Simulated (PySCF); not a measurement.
**C4H8F2Si: density, localisation and related maps**

Input file:

```
{"job": {"kind": "nmr", "xc": "PBE0", "basis": "pcSseg-1"}, "charge": 0, "multiplicity": 1}
F     -0.173189    -1.124932    -1.718809
C     -0.771684    -0.858902    -0.489719
C     -1.019819     0.642150    -0.384929
C      0.324403     1.340662    -0.180127
C      1.023132     0.694533     1.015201
F      2.383344     0.925208     0.986593
Si     0.524396    -1.162625     0.893490
H     -1.707998    -1.437343    -0.435560
H     -1.542076     1.008629    -1.283042
H     -1.688968     0.828233     0.474781
H      0.220882     2.430482    -0.060863
H      0.952319     1.165793    -1.069008
H      0.628935     1.125741     1.954754
H      1.637229    -2.055329     0.469265
H     -0.102644    -1.663423     2.154921
```

Run with:

```sh
OMP_NUM_THREADS=1 python probes_run.py task.json out
```

Geometry: PBE0-D3(BJ)/def2-SVP.

The calculation used PBE0/pcSseg-1, SCF density, gas phase, non-relativistic (PySCF).

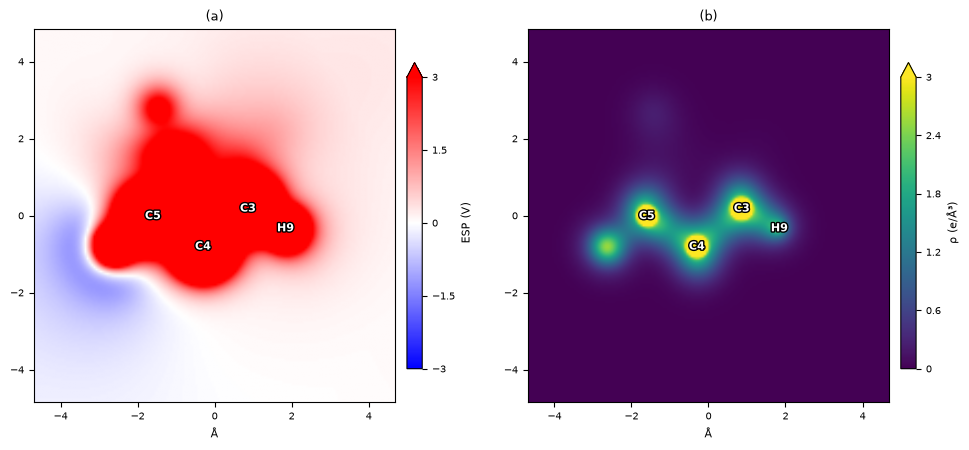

Figure 1. (a) electrostatic potential; (b) total electron density on the plane of atoms C4, C3 and H9.

Question: Read the bonding off the picture.

Answer: The plane passes through C and H nuclei. C–C (1.53 Å): ρ at the midpoint is about 1.6 e/Å³. C–H (1.10 Å): the density is about 1.9 e/Å³ at the midpoint. Outside the dense part of the molecule the potential is most negative (−1.2 V) near F6, which lies off the plane.

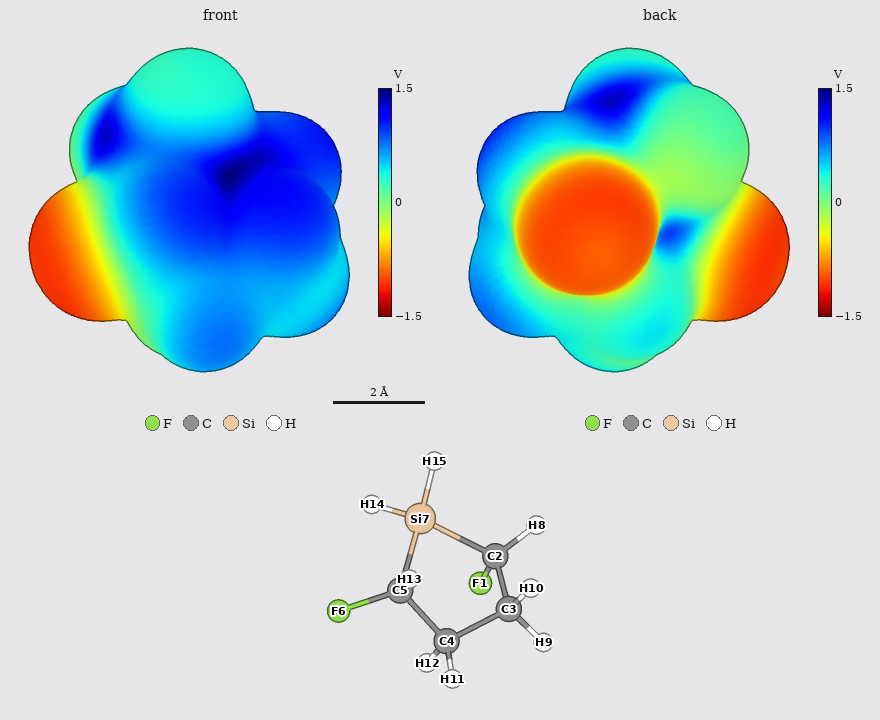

Figure 2. The electrostatic potential painted on the density surface at 0.002 e/bohr³, seen from the front and from behind; the colour scale runs from red (negative) to blue (positive). The bare structure is drawn below in the same view.

Question: Which sites attract a positive test charge, and which a negative one?

Answer: A positive charge is drawn to the negative regions and a negative charge to the positive ones. The most negative region (about −1.1 V) lies over F1 and F6, the most positive (about +1.4 V) over Si7.
